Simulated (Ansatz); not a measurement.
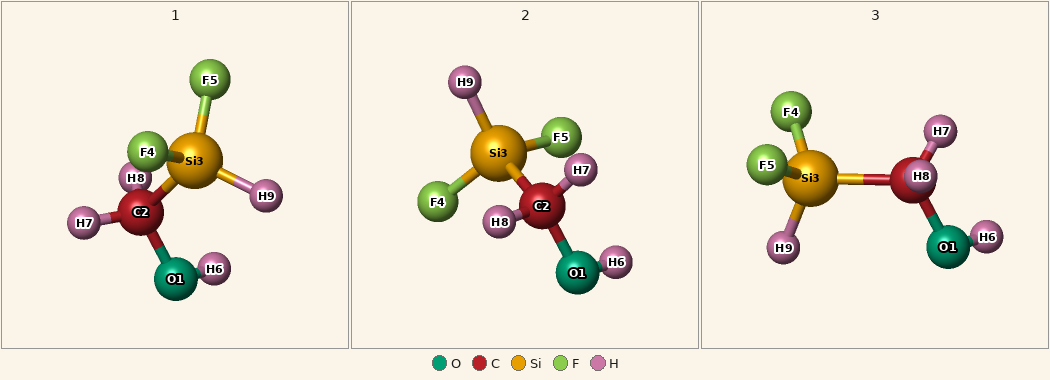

CH4F2OSi, SMILES OC[SiH](F)F. First axis: dihedral H6–O1–C2–Si3. Second axis: dihedral O1–C2–Si3–F4. Nothing is relaxed (all other coordinates rigid). The scan uses an 18 × 18 grid. All energies are given in kJ/mol relative to the relaxed molecule at the same level. Computed with RHF/def2-TZVP in Ansatz 0.2.0.

The numbered pictures are structures from this grid.

### Which is the most stable, and how do the others follow?

2, at dihedral H6–O1–C2–Si3 = 60°, dihedral O1–C2–Si3–F4 = 60°: 0.21 kJ/mol; 3, at dihedral H6–O1–C2–Si3 = 120°, dihedral O1–C2–Si3–F4 = −120°: 7.5 kJ/mol; 1, at dihedral H6–O1–C2–Si3 = −80°, dihedral O1–C2–Si3–F4 = −120°: 10.9 kJ/mol.

The map, with the structures marked:

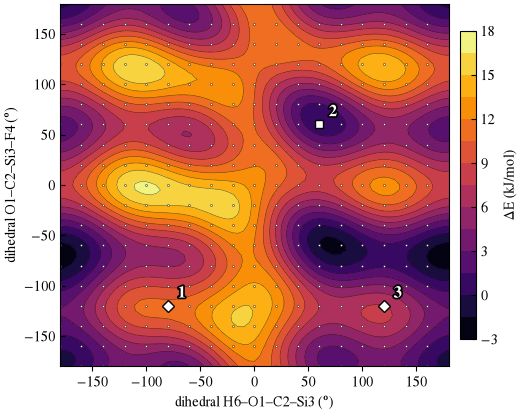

In the figure: filled contours, dots at the grid points. Between grid points the surface is interpolated.
